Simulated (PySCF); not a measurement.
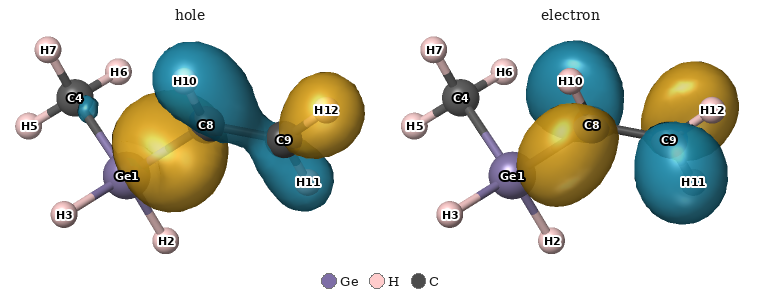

Figure 1: GeH2Me(vinyl) (C3H8Ge). Leading natural transition orbital pair of S₁ (CIS singlet states); the surfaces enclose about 70 % of each orbital's density.

Level of theory: HF/def2-TZVP (PySCF), at a geometry from GFN2-xTB. No frequency check shows the geometry to be a minimum. GFN2-xTB bond lengths at metals and heavier atoms can be off by up to 0.1 Å and shapes distorted, which carries into these values. Without diffuse functions Rydberg states are missing, so the states' numbers hold for this basis only.

Cartesian coordinates (Å):

```
Ge1     -0.3793   -0.4004    0.0195
H2      -0.2561   -1.1849   -1.2579
H3      -0.7912   -1.3738    1.0932
C4      -1.7615    0.9922   -0.1546
H5      -2.7340    0.5513   -0.3535
H6      -1.5205    1.6693   -0.9700
H7      -1.8345    1.5768    0.7592
C8       1.3581    0.3639    0.4718
C9       2.4186    0.3276   -0.3174
H10      1.4371    0.8575    1.4340
H11      2.3806   -0.1527   -1.2832
H12      3.3664    0.7679   -0.0439
```

Q: Give its energy and the atoms that hole and electron lie on.

A: 7.60 eV (163 nm), f = 0.006; the leading pair carries 98 %; hole on C8 (35 %), Ge1 (22 %) and C9 (14 %), electron on C9 (37 %), C8 (34 %) and Ge1 (10 %); their centroids lie 0.6 Å apart. In canonical orbitals it is mainly HOMO−1 → LUMO (54 %). The HOMO–LUMO gap is 13.52 eV.
